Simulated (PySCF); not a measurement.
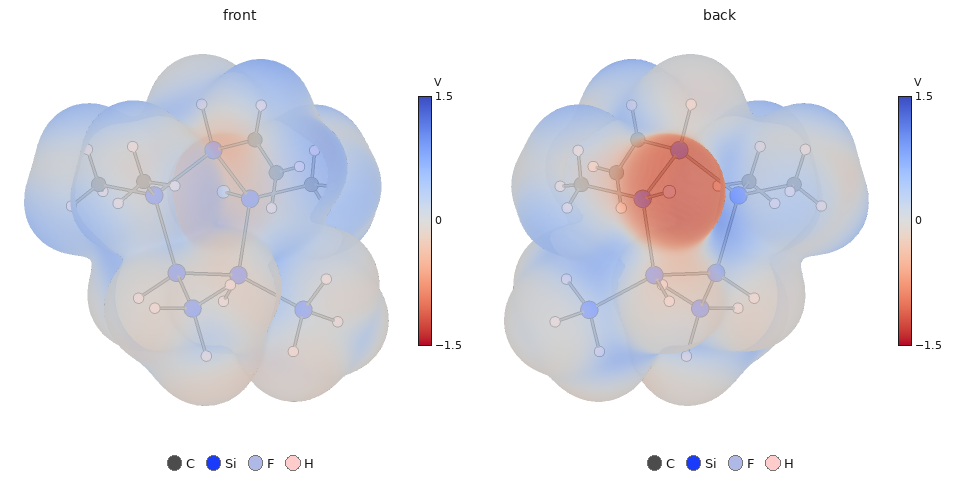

*C$_{5}$H$_{21}$FSi$_{7}$. The electrostatic potential painted on the density surface at 0.001 e/bohr³, seen from the front and from behind; the colour scale runs from red (negative) to blue (positive).*

Geometry: GFN2-xTB.

The calculation used PySCF 2.14.0, CAM-B3LYP/6-31G*, SCF density, gas phase, non-relativistic.

The calculation's input:

```
{"job": {"xc": "CAM-B3LYP", "basis": "6-31G*", "kind": "nmr", "pop": true}, "charge": 0, "multiplicity": 1}
C      1.589123    -1.457532     1.518234
C      2.211978    -1.535523     0.352262
Si     1.485154    -0.878215    -1.262160
Si     1.126704     1.438304    -0.946658
C      1.248242     2.368509    -2.613635
C      2.444698     2.192445     0.217291
Si    -1.042930     1.701723     0.006582
Si    -1.021815     2.433073     2.208606
Si    -2.202248    -0.356611    -0.290497
Si    -3.025119    -1.288023     1.667690
Si    -0.678765    -1.762181    -1.417455
C     -0.871927    -3.610551    -1.006829
F     -1.060594    -1.684906    -3.011036
H      2.018648    -1.820725     2.439917
H      0.603966    -1.021451     1.608322
H      3.198218    -1.980983     0.336614
H      2.454507    -1.290835    -2.298208
H      1.040760     3.427843    -2.494655
H      0.525143     1.971643    -3.319317
H      2.232178     2.276544    -3.064676
H      2.256739     3.243338     0.419080
H      2.445706     1.671313     1.169929
H      3.445142     2.112818    -0.198461
H     -1.769610     2.727505    -0.777974
H     -0.317191     1.447810     3.034760
H     -2.354071     2.595578     2.795074
H     -0.331629     3.709237     2.411170
H     -3.359728    -0.098482    -1.174981
H     -3.644153    -0.287395     2.539058
H     -4.011976    -2.356769     1.493791
H     -1.919559    -1.880207     2.429042
H     -1.896759    -3.948269    -1.139250
H     -0.240256    -4.229636    -1.638534
H     -0.592025    -3.799803     0.024946
```

Run with:

```sh
OMP_NUM_THREADS=1 python ens_run.py task.json out
```

Describe the electrostatic potential map.

Answer. The most negative region (about −1.1 V) lies over F13, the most positive (about +0.7 V) over Si4, Si7, Si9 and Si11.
